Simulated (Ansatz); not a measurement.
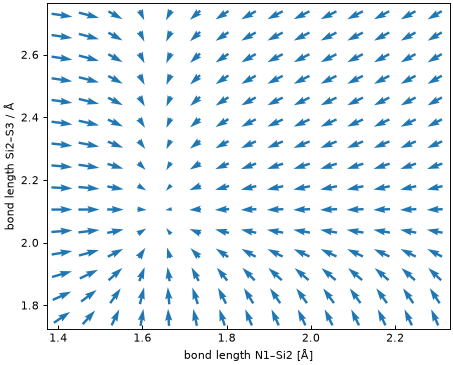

H₂NSSi, SMILES [N]=[SiH]S, spin multiplicity 2. 
- The first coordinate is: bond length N1–Si2; the second: bond length Si2–S3.
- Nothing is relaxed (all other coordinates rigid).
- Grid: 15 × 15 points.
- Points are written as (first, second).
- Theory: Ansatz, UKS SPW92 (LDA)/def2-TZVP.

The picture shows arrows along the force (downhill), their lengths compressed.

Q: The arrows alone are given. Where is the energy lowest?

A: The arrows converge at about (1.639 Å, 2.097 Å) (read from the interpolated surface).

The energy map of the same scan:

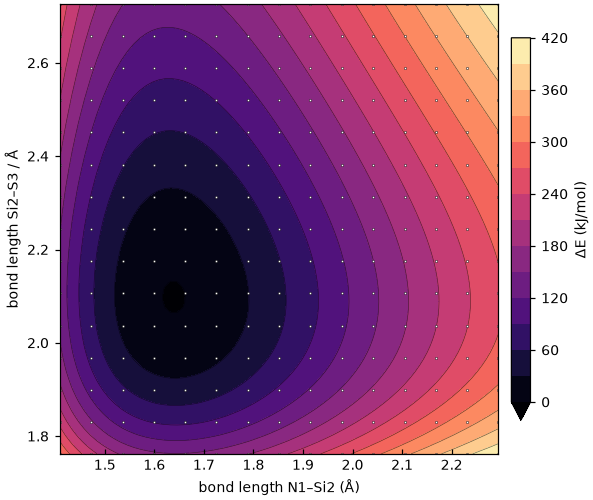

Energies are in kJ/mol, from the lowest grid point; between grid points the surface is interpolated.
